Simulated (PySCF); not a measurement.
Vertical excitations of a molecule C4H8OSi from TDA-LC-ωPBE/def2-SVPD in PySCF 2.14.0, as energy in eV (oscillator strength): 4.28 (0.001), 6.88 (0.017), 7.22 (0.325), 7.62 (0.004), 7.89 (0.009), 8.16 (0.188), 8.31 (0.006), 8.47 (0.008), 8.52 (0.001), 8.59 (0.100). Lowest triplet (TDA): 3.59 eV. The structure is a stationary point at B3LYP-D3(BJ)/def2-SVP. Other conformers were not sampled.

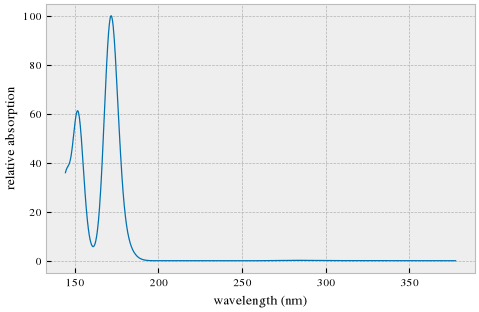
Figure. The lines broadened by 0.4 eV.

Which structure fits?
(A) CC1=C[Si@@H](O)C1
(B) C=COC(=C)[SiH3]
(C) C=C([SiH3])CC=O
(D) C[Si@]1(O)C=CC1

C, C=C([SiH3])CC=O
